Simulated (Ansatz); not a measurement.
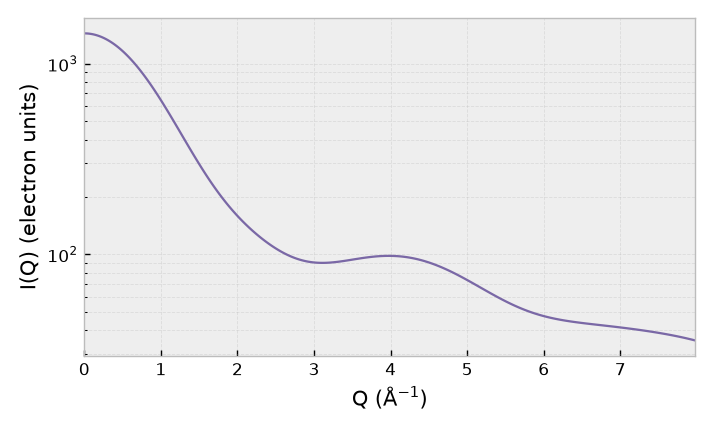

Elastic X-ray scattering of a randomly oriented, rigid molecule, calculated with the Debye equation from neutral-atom form factors (independent atoms, no Compton part, no vibration). The geometry is the end point of an optimisation (RKS PBE-D4/def2-SVP (Ansatz 0.2.0)); it may be a saddle point or a higher isomer. It contains N, Si, C, H.

How many electrons does the independent-atom model of the molecule hold?

I(0) is the square of the electron number: I(0) = 1440, so about 38 electrons, the count of CH4N2Si.

What radius of gyration does the initial fall-off give?

From I(Q) ≈ I(0) exp(−Q²R²/3) at small Q, R ≈ 1.61 Å. It is larger than the electron-weighted radius of the nuclear positions alone (1.42 Å), because each atom's electron cloud adds to it.
